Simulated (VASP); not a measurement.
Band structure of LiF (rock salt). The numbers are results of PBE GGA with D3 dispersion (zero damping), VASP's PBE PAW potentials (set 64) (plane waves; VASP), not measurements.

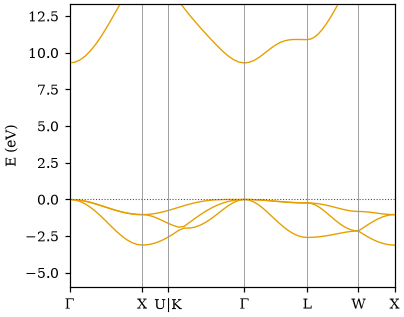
Figure: Bands along high-symmetry lines, zero at the valence-band maximum or, without a gap, the Fermi level

Read the plot: is there a gap, and where are the band edges?

The gap is direct, 9.31 eV, from the valence maximum at Γ to the conduction minimum at Γ. (Edges off the drawn lines would not show.)

Measured: gap 15.35 eV (computed value off by -6.04 eV), as given by Wei Chen et al., Physical Review Materials (2018), doi:10.1103/physrevmaterials.2.073803 [zero-point renormalisation of 1.15 eV added back (the table's ZPR column)].

The compound is LiF in the rock salt structure. It was relaxed first.
